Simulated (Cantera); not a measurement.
A closed system holds: 1 mol Pb, 0.097 mol H2O, a varied amount of N2, held at 1798 K and 0.570 bar.

These are equilibrium values from Cantera (NASA tables, ideal gas, pure condensed phases), not measurements of a reactor. Candidate condensed phases: H2O, Pb, PbO, PbO2, Pb3O4; 27 gas species. Gases not in the tables: (PbO)n polymers. Rates play no part.

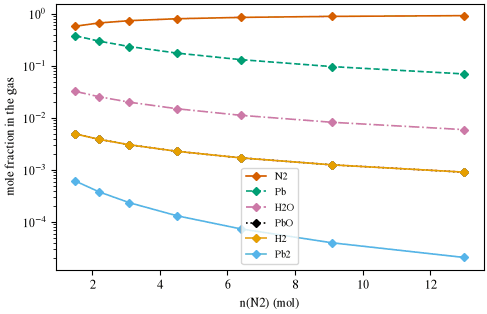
Fig. 1. Equilibrium gas composition (values under 1e-9 drawn at 1e-9)

Read off the mole fractions at 1.5 mol N2.

N2 about 0.58, Pb about 0.38, H2O about 0.032, PbO about 0.0049, H2 about 0.0049, Pb2 about 0.00061.
